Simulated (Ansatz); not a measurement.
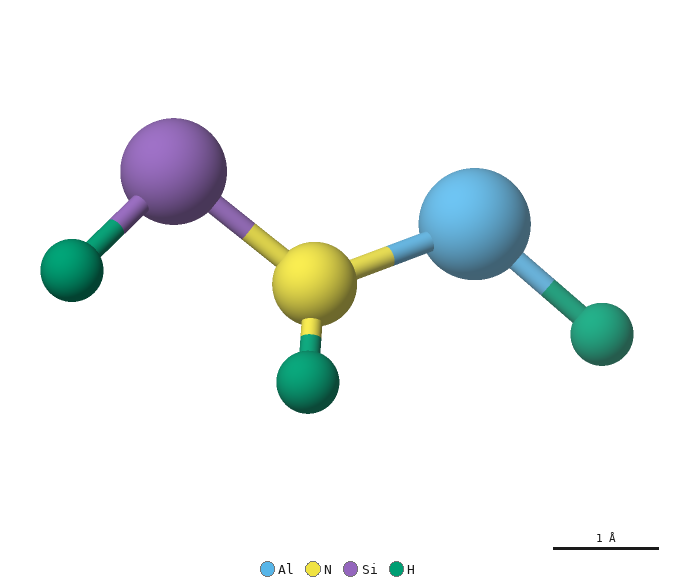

Ball-and-stick drawing of a structure.

The species is neutral and a spin doublet.

What does the picture show?

Formula AlH₃NSi. This geometry has Cs symmetry. It is an open-shell species. All atoms lie on one plane. Coordination: 1 Al bent; 1 N trigonal planar; 1 Si bent.

More results for the same structure follow; atom numbers are the same in all pictures, views and colours differ. The computed structure is the end point of a PBE0-D4/def2-TZVP optimisation. No frequency run is at hand to confirm it as a minimum.

Shape

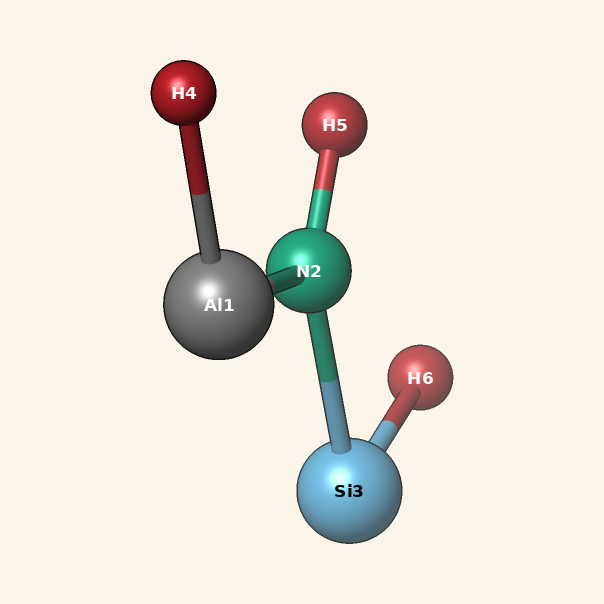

N2 lies behind Al1. The molecule seen a little off the Al1–N2 bond, Al1 in front. Distant atoms are faded towards the background colour. No frequency run is at hand to confirm it as a minimum.

What is the torsion angle H4–Al1–N2–Si3? The sign is positive where the front bond must turn clockwise to cover the back bond.

Answer. 180°, antiperiplanar (anti).

Dipole moment

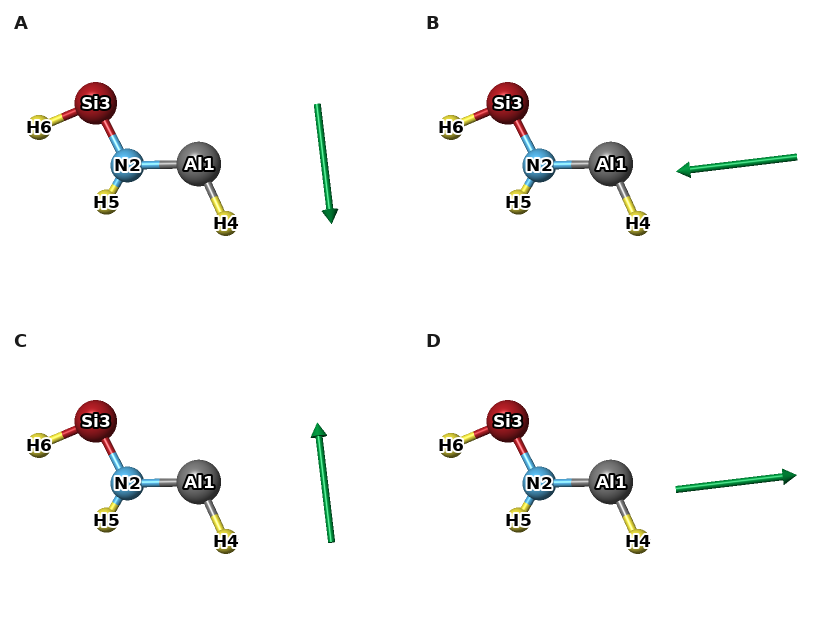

The same molecule four times, each with an arrow. No frequency run is at hand to confirm it as a minimum. Method: UKS PBE0-D4/def2-TZVP (Ansatz 0.2.0).

Which arrow points along the dipole moment, from the negative to the positive end?

Answer. A. The dipole moment is 1.40 D; it points from the side of Si3 to the side of H4 (the outermost atoms at the two ends).

Electronic properties

No frequency run is at hand to confirm it as a minimum. Level of theory: UKS PBE0-D4/def2-TZVPP (Ansatz 0.2.0).

Estimate the HOMO energy (Kohn–Sham orbital).

Answer. −5.77 eV.

Give the ⟨S²⟩ of the determinant at this level.

Answer. 0.753.

Charges

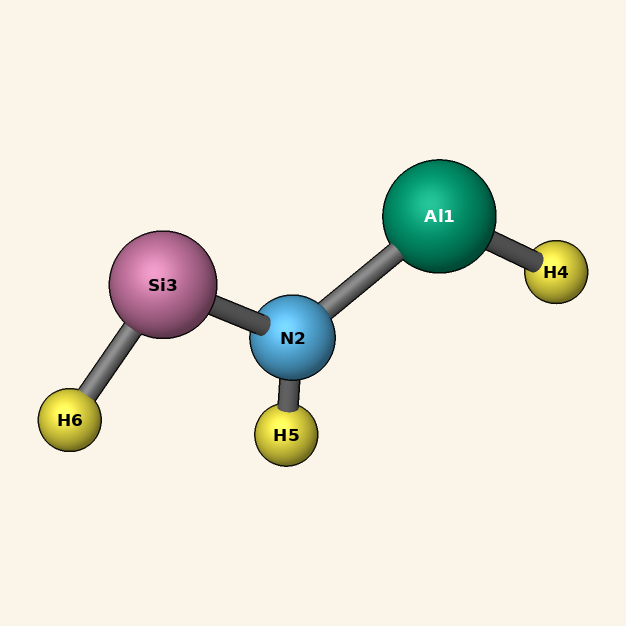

The questions are on Mulliken charges. No frequency run is at hand to confirm it as a minimum. Properties computed with UKS PBE0-D4/def2-TZVP (Ansatz 0.2.0).

Which atom carries the highest charge (most positive or least negative)?

Answer. Al1 (0.25 e).

And the lowest?

Answer. N2 (−0.45 e).

List the Mulliken charges.

| atom | value (e) |
| --- | --- |
| Al1 | 0.25 |
| N2 | −0.45 |
| Si3 | 0.11 |
| H4 | −0.08 |
| H5 | 0.23 |
| H6 | −0.07 |

Mulliken values depend strongly on the basis set and can even reverse the polarity of a bond.
